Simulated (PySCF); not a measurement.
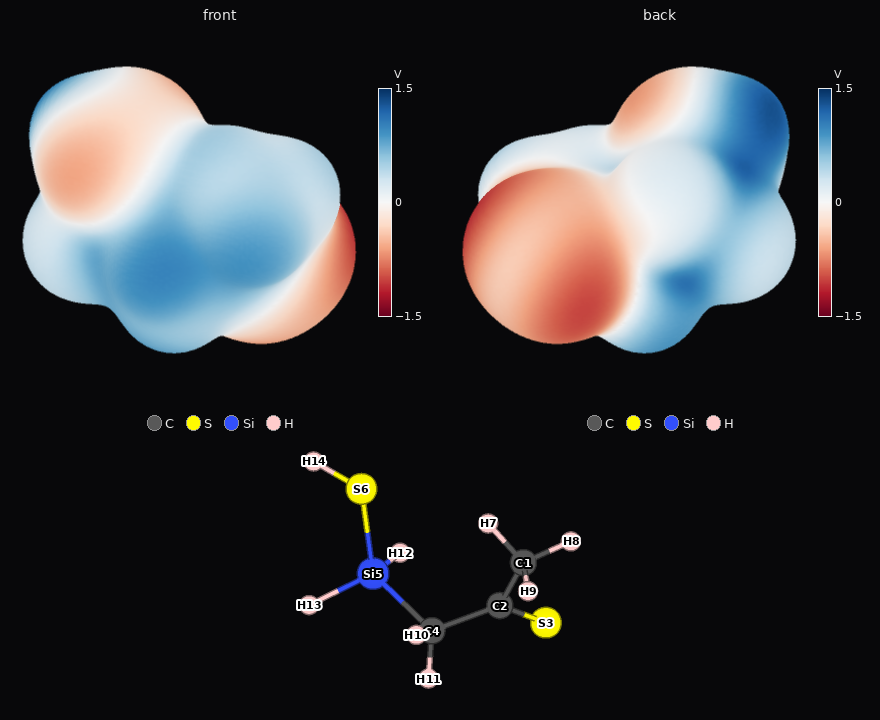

*C$_{3}$H$_{8}$S$_{2}$Si (SMILES CC(=S)C[SiH2]S). The electrostatic potential painted on the density surface at 0.001 e/bohr³, seen from the front and from behind; the colour scale runs from red (negative) to blue (positive). The bare structure is drawn below in the same view.*

Geometry: GFN2-xTB.

All numbers below come from PySCF, wB97X-D/def2-SVPD, SCF density, gas phase.

```xyz
14

C    -1.8733   -0.3925    0.8874
C    -1.0583   -0.1802   -0.3385
S    -1.2703   -1.0904   -1.6739
C    -0.0165    0.8659   -0.2875
Si    1.6656    0.0987    0.2152
S     1.5225   -0.2794    2.3300
H    -1.2258   -0.5021    1.7581
H    -2.5022   -1.2732    0.7870
H    -2.5096    0.4768    1.0626
H    -0.2818    1.6515    0.4211
H     0.1225    1.3061   -1.2738
H     1.9074   -1.1612   -0.4714
H     2.7267    1.0788    0.0132
H     2.7926   -0.5994    2.5083
```

Question: Where is the surface potential most negative and most positive?

Answer: The most negative region (about −1.1 V) lies over S3, the most positive (about +1.3 V) over Si5 and H14.

Question: How polar is the molecule by this calculation?

Answer: Its dipole moment is 2.60 D.
